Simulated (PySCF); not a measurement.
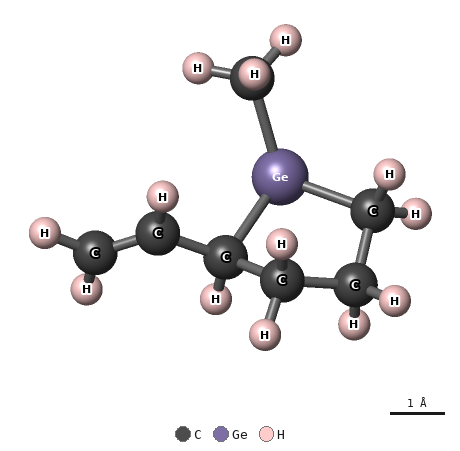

C7H14Ge, before the relaxation. The picture is a ball-and-stick view, seen at a tilt.

The start comes from GFN2-xTB. Its atoms were then displaced at random by about 0.01 Å.

Computed with PySCF, PBE0-D3(BJ)/def2-SVP geometry optimisation, gas phase.

```xyz
22

C    -2.5576    1.7044    0.3724
C    -1.5230    1.0010    0.6787
C    -0.9579   -0.0607   -0.1801
C    -0.6133   -1.3492    0.5926
C     0.2855   -2.2378   -0.2418
C     1.5514   -1.4368   -0.5574
Ge    0.8887    0.3977   -0.9243
C     1.8545    1.8471    0.0334
H    -2.9510    2.5150    1.0307
H    -3.1192    1.5707   -0.5424
H    -1.0074    1.1801    1.6250
H    -1.6111   -0.2717   -0.9938
H    -1.6027   -1.8706    0.8148
H    -0.1747   -1.1037    1.5503
H    -0.2224   -2.5137   -1.1604
H     0.5224   -3.1387    0.3134
H     2.2175   -1.4115    0.3112
H     2.0979   -1.8893   -1.3695
H     0.8282    0.7337   -2.4040
H     2.8256    1.9601   -0.3349
H     1.8756    1.6107    1.0886
H     1.3282    2.7676   -0.0898
```

> What does the optimiser find from here?

Over 11 geometry steps the energy falls by 0.357 eV. The atom that moves furthest after the best rigid fit is H22 (0.13 Å). By element the largest moves are H 0.13 Å, C 0.09 Å, Ge 0.04 Å. Some distances before and after: C8–H20 1.045 → 1.100 Å, C1–C2 1.288 → 1.337 Å, C3–Ge7 2.043 → 1.996 Å, C3–H12 1.065 → 1.103 Å. Among the angles between lasting bonds that change: C3–C4–H13 106.6° → 111.0°, C5–C4–H14 112.4° → 109.1°, H9–C1–H10 113.9° → 117.1°. The run took 7.9 min on 1 thread of Arm Neoverse N1, with other jobs on the host.

Final geometry:

```xyz
22

C    -2.5671    1.7859    0.3600
C    -1.5086    1.0301    0.6683
C    -0.9302   -0.0576   -0.1622
C    -0.6461   -1.3673    0.5917
C     0.3189   -2.2409   -0.2133
C     1.5718   -1.4324   -0.5736
Ge    0.8632    0.3738   -0.9251
C     1.7817    1.7904    0.0526
H    -2.9086    2.5866    1.0206
H    -3.1263    1.6325   -0.5690
H    -0.9891    1.2280    1.6167
H    -1.5923   -0.2612   -1.0212
H    -1.5826   -1.9048    0.8171
H    -0.1864   -1.1273    1.5688
H    -0.1868   -2.5660   -1.1399
H     0.5689   -3.1616    0.3395
H     2.2639   -1.3778    0.2832
H     2.1294   -1.8635   -1.4175
H     0.7755    0.7306   -2.4255
H     2.7920    1.9512   -0.3511
H     1.8722    1.5221    1.1156
H     1.2215    2.7337   -0.0230
```

After the run, drawn alike:

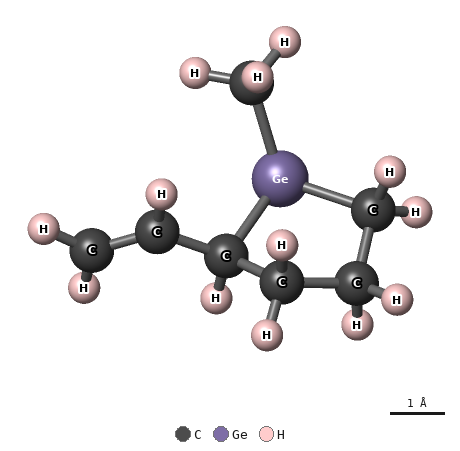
